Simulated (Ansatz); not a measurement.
## Response to strain in Al

Take Al in the fcc (Cu type) structure (space group Fm-3m, No. 225; a = 4.040 Å) as the base.

Strains are applied to the cell and any free atomic positions relax.

Method: Ansatz (an electronic-structure program) PBE, no spin-orbit coupling.

Notes on the quantities. energy relative to the base: free energy F.

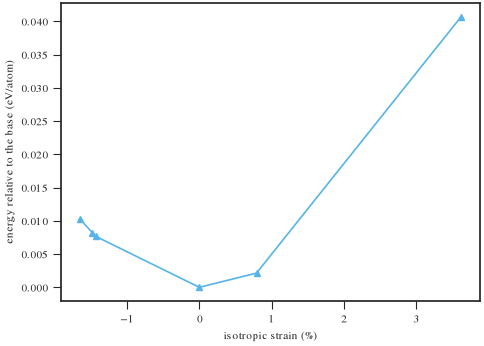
Energy relative to the base against isotropic strain

From the plot, what is the energy relative to the base for isotropic strain +0.79 %?

About 0.002 eV/atom.

Is the trend monotonic over the range shown?

No, it turns within the range, spanning 0 meV/atom to +41 meV/atom.

Whether these cells are dynamically stable was not tested.
